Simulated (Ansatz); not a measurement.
**Run report: C3H6O2Si, geometry relaxation**

The run: geometry relaxation of C3H6O2Si. Method and program: RKS BLYP-D4/def2-SVP (Ansatz 0.2.0).

It belongs to a series of runs on one base structure; here: end point A relaxed.

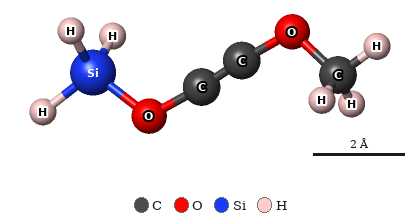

The structure as given in the input (ball-and-stick view, seen at a tilt). Bond lengths as drawn: C–C 1.12 Å, C–H 1.03 to 1.11 Å, C–O 1.36 to 1.48 Å, H–Si 1.46 to 1.51 Å and O–Si 1.67 Å.

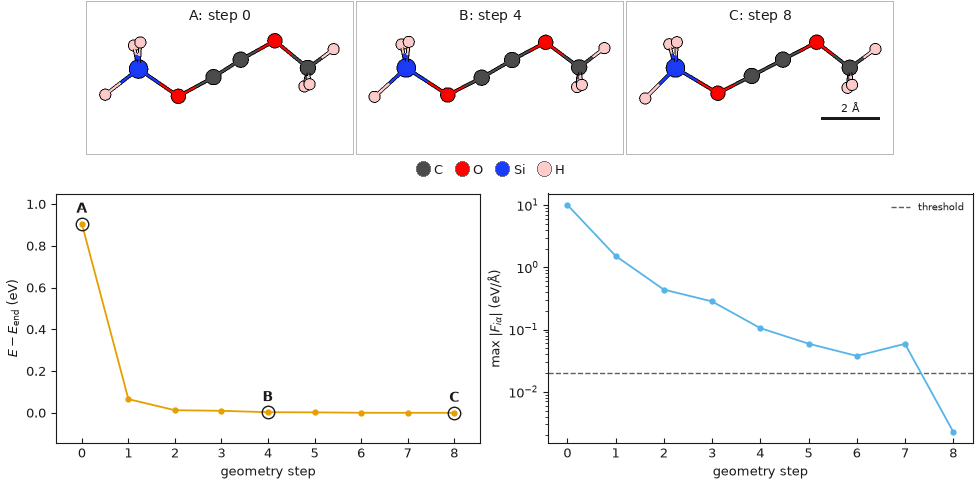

Frames of the relaxation (ball-and-stick view, seen at a tilt) above the curves, on which the letters mark them (the first geometry is step 0 here and step 1 in the log).

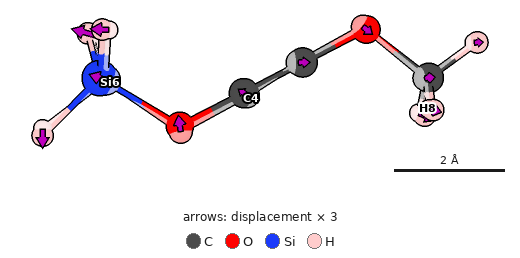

Start (faint) and end (solid) with the displacements as pink arrows, magnified 3 times (ball-and-stick view, seen at a tilt). The two geometries are laid on each other by the best rigid fit. Over 8 geometry steps the energy falls by 0.906 eV. Largest force component: 10 eV/Å at the start, 0.0023 eV/Å at the end. The atom that moves furthest after the best rigid fit is H10 (0.17 Å). By element the largest moves are H 0.17 Å, Si 0.12 Å, O 0.11 Å, C 0.08 Å. Among the contacts that change: C3–C4 1.122 → 1.221 Å, C1–H8 1.033 → 1.111 Å, C4–O5 1.394 → 1.324 Å, O5–Si6 1.672 → 1.715 Å. Among the angles that change: C4–O5–Si6 117.0° → 122.4°, O5–Si6–H12 108.2° → 104.3°, C1–O2–C3 111.5° → 115.1°. (Atoms are counted from 1 in the order of the input.)

The input and output of the run follow.

Input:
```yaml
crystal:
  periodic: [false, false, false]
  atoms:
    - { symbol: C, position_ang: [2.7739, 0.2271, 0.9436] }
    - { symbol: O, position_ang: [1.413, 0.7095, 1.2676] }
    - { symbol: C, position_ang: [0.4907, 0.2204, 0.3983] }
    - { symbol: C, position_ang: [-0.2178, -0.2098, -0.3579] }
    - { symbol: O, position_ang: [-1.173, -0.7261, -1.2329] }
    - { symbol: Si, position_ang: [-2.7643, -0.2852, -0.9676] }
    - { symbol: H, position_ang: [3.0377, 0.6232, -0.063] }
    - { symbol: H, position_ang: [2.8356, -0.803, 0.98] }
    - { symbol: H, position_ang: [3.4299, 0.7147, 1.6985] }
    - { symbol: H, position_ang: [-2.9276, 1.1741, -1.031] }
    - { symbol: H, position_ang: [-3.2286, -0.7718, 0.3886] }
    - { symbol: H, position_ang: [-3.5924, -0.9281, -1.9901] }
basis:
  gaussian: { orbitals: def2-SVP }
hamiltonian:
  xc: blyp
  dispersion: d4
relax:
  f_tol: 0.02
  max_steps: 50
```

Launched with:
```bash
ansatz run input.yaml --threads 2 --pin off --max-ram 3072MiB --backend cpu --events-out ev --progress --plain --runs-dir out
```

What the program printed:
```
The last accepted step is kept in [file] (removed where the run ends without a failure and the disk answers)
Engine: ansatz 0.2.0, x86_64-unknown-linux-gnu
Functional definition: BLYP
  parameter beta = 0.0042
  parameter a = 0.04918
  parameter b = 0.132
  parameter c = 0.2533
  parameter d = 0.349
  exchange = b88_x(beta = beta)
  correlation = lyp_c(a = a, b = b, c = c, d = d)
1304 factors; their error is unknown
mean field evaluation 1: about -15157.8075 eV, gradient 6.1e1 eV
mean field evaluation 2: about -15150.3142 eV, gradient 8.6e1 eV
mean field evaluation 4: about -15166.5643 eV, gradient 8.2e0 eV
mean field evaluation 8: about -15166.7228 eV, gradient 2.7e-1 eV
mean field evaluation 16: about -15166.6542 eV, gradient 7.1e-4 eV
mean field -15166.65419168 eV, -557.3642612170 hartree, gradient 6.6e-5 eV, S^2 0.000000; 0 other end points of the search recorded, 0 dependent functions left out
the calculation of the forces begins
reference -15166.65457465 eV, -557.3642752905 hartree; 27, 27 occupied and 91, 91 virtual orbitals, 1304 factors
relax step   1: F+E_penalty+E_count = -15167.14523006 eV  Δ(F+E_penalty+E_count) = +0.000e0 eV  max|allowed force component| = 1.010e1 eV/Å  Δτ_max = 0.0000 Å  (28 SCF iters, accepted)
these checks for a lower state are left out or cut short: starts, cluster_reference, orbital_swaps, neighbouring_geometries, increment
1304 factors; their error is unknown
mean field -15167.50104742 eV, -557.3953825913 hartree, gradient 1.4e-5 eV, S^2 0.000000; 0 other end points of the search recorded, 0 dependent functions left out
the calculation of the forces begins
reference -15167.50143124 eV, -557.3953966962 hartree; 27, 27 occupied and 91, 91 virtual orbitals, 1304 factors
relax step   2: F+E_penalty+E_count = -15167.98542531 eV  Δ(F+E_penalty+E_count) = -8.402e-1 eV  max|allowed force component| = 1.529e0 eV/Å  Δτ_max = 0.0619 Å  (36 SCF iters, accepted)
these checks for a lower state are left out or cut short: starts, cluster_reference, orbital_swaps, neighbouring_geometries, increment
1304 factors; their error is unknown
mean field evaluation 32: about -15167.5536 eV, gradient 2.1e-5 eV
mean field -15167.55360716 eV, -557.3973141259 hartree, gradient 2.1e-5 eV, S^2 0.000000; 0 other end points of the search recorded, 0 dependent functions left out
the calculation of the forces begins
reference -15167.55398948 eV, -557.3973281761 hartree; 27, 27 occupied and 91, 91 virtual orbitals, 1304 factors
relax step   3: F+E_penalty+E_count = -15168.03854737 eV  Δ(F+E_penalty+E_count) = -5.312e-2 eV  max|allowed force component| = 4.395e-1 eV/Å  Δτ_max = 0.0240 Å  (30 SCF iters, accepted)
these checks for a lower state are left out or cut short: starts, cluster_reference, orbital_swaps, neighbouring_geometries, increment
1304 factors; their error is unknown
mean field -15167.56004449 eV, -557.3975506935 hartree, gradient 2.1e-5 eV, S^2 0.000000; 0 other end points of the search recorded, 0 dependent functions left out
the calculation of the forces begins
reference -15167.56042815 eV, -557.3975647927 hartree; 27, 27 occupied and 91, 91 virtual orbitals, 1304 factors
relax step   4: F+E_penalty+E_count = -15168.04140074 eV  Δ(F+E_penalty+E_count) = -2.853e-3 eV  max|allowed force component| = 2.836e-1 eV/Å  Δτ_max = 0.0621 Å  (31 SCF iters, accepted)
these checks for a lower state are left out or cut short: starts, cluster_reference, orbital_swaps, neighbouring_geometries, increment
1304 factors; their error is unknown
mean field -15167.56626701 eV, -557.3977793670 hartree, gradient 1.8e-5 eV, S^2 0.000000; 0 other end points of the search recorded, 0 dependent functions left out
the calculation of the forces begins
reference -15167.56665002 eV, -557.3977934424 hartree; 27, 27 occupied and 91, 91 virtual orbitals, 1304 factors
relax step   5: F+E_penalty+E_count = -15168.04807657 eV  Δ(F+E_penalty+E_count) = -6.676e-3 eV  max|allowed force component| = 1.056e-1 eV/Å  Δτ_max = 0.0188 Å  (32 SCF iters, accepted)
these checks for a lower state are left out or cut short: starts, cluster_reference, orbital_swaps, neighbouring_geometries, increment
1304 factors; their error is unknown
mean field -15167.56765036 eV, -557.3978302042 hartree, gradient 1.9e-5 eV, S^2 0.000000; 0 other end points of the search recorded, 0 dependent functions left out
the calculation of the forces begins
reference -15167.56803388 eV, -557.3978442984 hartree; 27, 27 occupied and 91, 91 virtual orbitals, 1304 factors
relax step   6: F+E_penalty+E_count = -15168.04881278 eV  Δ(F+E_penalty+E_count) = -7.362e-4 eV  max|allowed force component| = 5.943e-2 eV/Å  Δτ_max = 0.0327 Å  (32 SCF iters, accepted)
these checks for a lower state are left out or cut short: starts, cluster_reference, orbital_swaps, neighbouring_geometries, increment
1304 factors; their error is unknown
mean field -15167.57198457 eV, -557.3979894834 hartree, gradient 2.5e-5 eV, S^2 0.000000; 0 other end points of the search recorded, 0 dependent functions left out
the calculation of the forces begins
reference -15167.57236947 eV, -557.3980036282 hartree; 27, 27 occupied and 91, 91 virtual orbitals, 1304 factors
relax step   7: F+E_penalty+E_count = -15168.05081575 eV  Δ(F+E_penalty+E_count) = -2.003e-3 eV  max|allowed force component| = 3.780e-2 eV/Å  Δτ_max = 0.0775 Å  (29 SCF iters, accepted)
these checks for a lower state are left out or cut short: starts, cluster_reference, orbital_swaps, neighbouring_geometries, increment
1304 factors; their error is unknown
mean field evaluation 64: about -15167.5722 eV, gradient 1.7e-1 eV
mean field -15167.57229467 eV, -557.3980008795 hartree, gradient 1.8e-5 eV, S^2 0.000000; 0 other end points of the search recorded, 0 dependent functions left out
the calculation of the forces begins
reference -15167.57267949 eV, -557.3980150214 hartree; 27, 27 occupied and 91, 91 virtual orbitals, 1304 factors
relax step   8: F+E_penalty+E_count = -15168.05101450 eV  Δ(F+E_penalty+E_count) = -1.988e-4 eV  max|allowed force component| = 5.906e-2 eV/Å  Δτ_max = 0.0127 Å  (31 SCF iters, accepted)
these checks for a lower state are left out or cut short: starts, cluster_reference, orbital_swaps, neighbouring_geometries, increment
1304 factors; their error is unknown
mean field -15167.57219818 eV, -557.3979973335 hartree, gradient 1.8e-5 eV, S^2 0.000000; 0 other end points of the search recorded, 0 dependent functions left out
the calculation of the forces begins
reference -15167.57258288 eV, -557.3980114708 hartree; 27, 27 occupied and 91, 91 virtual orbitals, 1304 factors
relax step   9: F+E_penalty+E_count = -15168.05108696 eV  Δ(F+E_penalty+E_count) = -7.246e-5 eV  max|allowed force component| = 2.285e-3 eV/Å  Δτ_max = 0.0067 Å  (32 SCF iters, accepted)
1304 factors; their error is unknown
mean field evaluation 96: about -15167.5722 eV, gradient 4.8e-5 eV
mean field -15167.57219818 eV, -557.3979973335 hartree, gradient 1.8e-5 eV, S^2 0.000000; 1 other end points of the search recorded, 0 dependent functions left out
the calculation of the forces begins
reference -15167.57258288 eV, -557.3980114708 hartree; 27, 27 occupied and 91, 91 virtual orbitals, 1304 factors
Total energy: -15168.05147166 eV, -557.4156103089 hartree
Atom 0 at     2.840249     0.260263     0.954010 Å, force    -0.000178     0.000262     0.000851 eV/Å
Atom 1 at     1.491720     0.699226     1.240942 Å, force     0.000617     0.000699     0.000629 eV/Å
Atom 2 at     0.565931     0.237838     0.418186 Å, force    -0.001647     0.000378    -0.002285 eV/Å
Atom 3 at    -0.285862    -0.189546    -0.345902 Å, force    -0.000072    -0.000555     0.000037 eV/Å
Atom 4 at    -1.216585    -0.647350    -1.168514 Å, force     0.000208     0.000528     0.000262 eV/Å
Atom 5 at    -2.880143    -0.286065    -0.964150 Å, force     0.001501    -0.000535    -0.000100 eV/Å
Atom 6 at     3.153975     0.592535    -0.058422 Å, force     0.000357    -0.000362     0.000055 eV/Å
Atom 7 at     2.914041    -0.846470     1.013534 Å, force    -0.000280    -0.000012     0.000387 eV/Å
Atom 8 at     3.487408     0.723695     1.720828 Å, force    -0.000274    -0.000492    -0.000682 eV/Å
Atom 9 at    -3.091716     1.194044    -1.053703 Å, force    -0.000048     0.000195     0.000449 eV/Å
Atom 10 at    -3.349329    -0.792475     0.365131 Å, force     0.000104    -0.000495     0.000068 eV/Å
Atom 11 at    -3.552588    -1.000697    -2.087839 Å, force    -0.000288     0.000388     0.000331 eV/Å
Dipole moment:     0.051227    -0.036629    -0.020911 e Å
```

Trajectory as extended XYZ (Å, eV, eV/Å), 9 frames, from step=1 to step=9:
```
12
Properties=species:S:1:pos:R:3:forces:R:3 step=1 energy=-15167.14523
C     2.7739    0.2271    0.9436   -0.5788   3.8369   0.0183
O     1.4130    0.7095    1.2676   -0.5614  -0.9078  -0.9921
C     0.4907    0.2204    0.3983    9.4503   5.3892   9.5634
C    -0.2178   -0.2098   -0.3579  -10.0991  -5.7880 -10.0983
O    -1.1730   -0.7261   -1.2329    2.6329   0.6068   1.2216
Si   -2.7643   -0.2852   -0.9676   -0.9970  -0.0444   0.9269
H     3.0377    0.6232   -0.0630    0.1269  -0.2412   0.0649
H     2.8356   -0.8030    0.9800    0.1150  -2.9373   0.1185
H     3.4299    0.7147    1.6985   -0.0833  -0.2399  -0.1182
H    -2.9276    1.1741   -1.0310    0.0051   0.5353  -0.0453
H    -3.2286   -0.7718    0.3886    0.1254   0.0811  -0.1608
H    -3.5924   -0.9281   -1.9901   -0.1361  -0.2906  -0.4987
12
Properties=species:S:1:pos:R:3:forces:R:3 step=2 energy=-15167.98543
C     2.7992    0.2564    0.9494   -0.2833   1.1533   0.1660
O     1.4400    0.7105    1.2721   -0.1531  -0.4840  -0.6761
C     0.5242    0.2324    0.4234    0.1817   0.1132   0.1970
C    -0.2644   -0.2296   -0.3934   -0.5337  -0.3145  -0.4720
O    -1.2032   -0.7232   -1.2390    1.5287   0.3201   0.6959
Si   -2.8103   -0.2895   -0.9585   -0.8021   0.1022   0.2857
H     3.0927    0.6263   -0.0566   -0.0234  -0.0971   0.0168
H     2.8544   -0.8269    0.9917    0.0635  -0.7631   0.0112
H     3.4529    0.7197    1.7139   -0.0199  -0.1005  -0.0233
H    -2.9627    1.1910   -1.0339    0.0089   0.1384  -0.0088
H    -3.2484   -0.7715    0.3975    0.0481   0.0178  -0.0894
H    -3.5972   -0.9507   -2.0324   -0.0155  -0.0859  -0.1030
12
Properties=species:S:1:pos:R:3:forces:R:3 step=3 energy=-15168.03855
C     2.7951    0.2660    0.9484   -0.2064   0.2530   0.1152
O     1.4355    0.6985    1.2519    0.1761  -0.1039  -0.1238
C     0.5263    0.2264    0.4168   -0.1556  -0.0845  -0.1564
C    -0.2673   -0.2325   -0.3954    0.1404   0.0328   0.1184
O    -1.1913   -0.7117   -1.2216    0.3835   0.0216   0.0724
Si   -2.8174   -0.2831   -0.9505   -0.4395   0.0421   0.0241
H     3.0951    0.6239   -0.0584    0.0089  -0.0356  -0.0132
H     2.8607   -0.8375    0.9918    0.0503  -0.1052  -0.0107
H     3.4405    0.7246    1.7199    0.0027  -0.0333  -0.0030
H    -2.9679    1.2044   -1.0295    0.0061   0.0068  -0.0036
H    -3.2508   -0.7708    0.3990    0.0147   0.0067  -0.0171
H    -3.5813   -0.9632   -2.0384    0.0188  -0.0006  -0.0024
12
Properties=species:S:1:pos:R:3:forces:R:3 step=4 energy=-15168.04140
C     2.8252    0.2723    0.9627   -0.2300   0.0566  -0.1159
O     1.4556    0.6753    1.2234   -0.1168   0.0329   0.0183
C     0.5287    0.2100    0.3979    0.2836  -0.0401  -0.0143
C    -0.2850   -0.2359   -0.3998    0.0804   0.0272   0.0785
O    -1.2203   -0.6993   -1.2181    0.2468  -0.0110   0.0195
Si   -2.8548   -0.2810   -0.9563   -0.2296   0.0397   0.0574
H     3.1482    0.6222   -0.0388    0.0212   0.0114  -0.0556
H     2.9189   -0.8285    1.0114    0.0345  -0.1455   0.0124
H     3.4495    0.7428    1.7430   -0.0509   0.0184   0.0379
H    -3.0035    1.2069   -1.0362   -0.0243   0.0001  -0.0014
H    -3.2816   -0.7729    0.3940   -0.0144   0.0143  -0.0269
H    -3.6038   -0.9668   -2.0490   -0.0006  -0.0039  -0.0098
12
Properties=species:S:1:pos:R:3:forces:R:3 step=5 energy=-15168.04808
C     2.8159    0.2700    0.9556   -0.0181  -0.0214   0.0036
O     1.4579    0.6829    1.2337    0.0018   0.0458   0.0694
C     0.5401    0.2162    0.4080    0.0096  -0.0658  -0.1056
C    -0.2711   -0.2305   -0.3904   -0.0013   0.0163   0.0459
O    -1.2052   -0.6937   -1.2085   -0.0089   0.0142   0.0110
Si   -2.8530   -0.2820   -0.9552   -0.0109   0.0143  -0.0067
H     3.1342    0.6183   -0.0497    0.0026   0.0039  -0.0084
H     2.9090   -0.8363    1.0051   -0.0054   0.0126  -0.0008
H     3.4433    0.7376    1.7357    0.0234  -0.0023  -0.0056
H    -3.0126    1.2050   -1.0379   -0.0069  -0.0066  -0.0026
H    -3.2886   -0.7716    0.3912   -0.0068  -0.0054  -0.0030
H    -3.5927   -0.9707   -2.0536    0.0209  -0.0057   0.0028
12
Properties=species:S:1:pos:R:3:forces:R:3 step=6 energy=-15168.04881
C     2.8212    0.2665    0.9600   -0.0255  -0.0087   0.0066
O     1.4595    0.6673    1.2412    0.0360   0.0258   0.0452
C     0.5489    0.2057    0.4044   -0.0019  -0.0229  -0.0528
C    -0.2768   -0.2206   -0.3888    0.0075   0.0191   0.0092
O    -1.2082   -0.6633   -1.2200    0.0250  -0.0428  -0.0013
Si   -2.8584   -0.2787   -0.9601   -0.0594   0.0237   0.0230
H     3.1315    0.6088   -0.0494   -0.0012   0.0076  -0.0193
H     2.9263   -0.8375    1.0194   -0.0044  -0.0082  -0.0027
H     3.4487    0.7475    1.7311    0.0221   0.0045   0.0155
H    -3.0382    1.2056   -1.0472   -0.0222  -0.0035  -0.0091
H    -3.2822   -0.7683    0.3903    0.0006  -0.0038  -0.0002
H    -3.5951   -0.9882   -2.0468    0.0234   0.0093  -0.0140
12
Properties=species:S:1:pos:R:3:forces:R:3 step=7 energy=-15168.05082
C     2.8414    0.2597    0.9519   -0.0136   0.0007  -0.0022
O     1.4918    0.6888    1.2500   -0.0060   0.0018  -0.0008
C     0.5635    0.2323    0.4271    0.0378   0.0117   0.0209
C    -0.2884   -0.1878   -0.3404   -0.0175  -0.0204  -0.0257
O    -1.2176   -0.6458   -1.1649    0.0132   0.0182   0.0217
Si   -2.8810   -0.2829   -0.9649    0.0117  -0.0136  -0.0080
H     3.1458    0.5982   -0.0614    0.0010  -0.0014   0.0033
H     2.9229   -0.8469    1.0067   -0.0012   0.0033  -0.0010
H     3.4899    0.7246    1.7165    0.0051  -0.0010   0.0002
H    -3.0967    1.1959   -1.0636    0.0030   0.0026   0.0013
H    -3.3538   -0.7838    0.3650   -0.0009   0.0008   0.0031
H    -3.5407   -1.0072   -2.0880   -0.0325  -0.0027  -0.0127
12
Properties=species:S:1:pos:R:3:forces:R:3 step=8 energy=-15168.05101
C     2.8415    0.2608    0.9535    0.0035  -0.0007   0.0008
O     1.4925    0.6946    1.2458   -0.0025  -0.0013  -0.0051
C     0.5663    0.2350    0.4223   -0.0591  -0.0273  -0.0507
C    -0.2858   -0.1914   -0.3434    0.0525   0.0314   0.0550
O    -1.2175   -0.6477   -1.1655   -0.0011  -0.0030  -0.0059
Si   -2.8814   -0.2853   -0.9656    0.0040   0.0024   0.0066
H     3.1513    0.5970   -0.0588   -0.0007   0.0001   0.0002
H     2.9190   -0.8458    1.0095   -0.0010  -0.0003  -0.0001
H     3.4895    0.7239    1.7197   -0.0002   0.0004   0.0007
H    -3.0928    1.1948   -1.0592    0.0011  -0.0034   0.0003
H    -3.3529   -0.7883    0.3643    0.0004   0.0007  -0.0029
H    -3.5526   -1.0026   -2.0885    0.0030   0.0011   0.0010
12
Properties=species:S:1:pos:R:3:forces:R:3 step=9 energy=-15168.05109
C     2.8402    0.2603    0.9540   -0.0002   0.0003   0.0009
O     1.4917    0.6992    1.2409    0.0006   0.0007   0.0006
C     0.5659    0.2378    0.4182   -0.0016   0.0004  -0.0023
C    -0.2859   -0.1895   -0.3459   -0.0001  -0.0006   0.0000
O    -1.2166   -0.6473   -1.1685    0.0002   0.0005   0.0003
Si   -2.8801   -0.2861   -0.9641    0.0015  -0.0005  -0.0001
H     3.1540    0.5925   -0.0584    0.0004  -0.0004   0.0001
H     2.9140   -0.8465    1.0135   -0.0003   0.0000   0.0004
H     3.4874    0.7237    1.7208   -0.0003  -0.0005  -0.0007
H    -3.0917    1.1940   -1.0537    0.0000   0.0002   0.0004
H    -3.3493   -0.7925    0.3651    0.0001  -0.0005   0.0001
H    -3.5526   -1.0007   -2.0878   -0.0003   0.0004   0.0003
```

Key numbers:

- outcome: converged
- total energy: −15168.0515 eV
- mean-field energy: −15167.5726 eV
- largest force (length of the vector) at the end: 0.003 eV/Å
- hardware: 2 threads of AMD EPYC (Zen 5), 16 GiB of memory available, shared host
- wall time: 9 s (CPU time 17 s)
- peak memory: 0.17 GiB
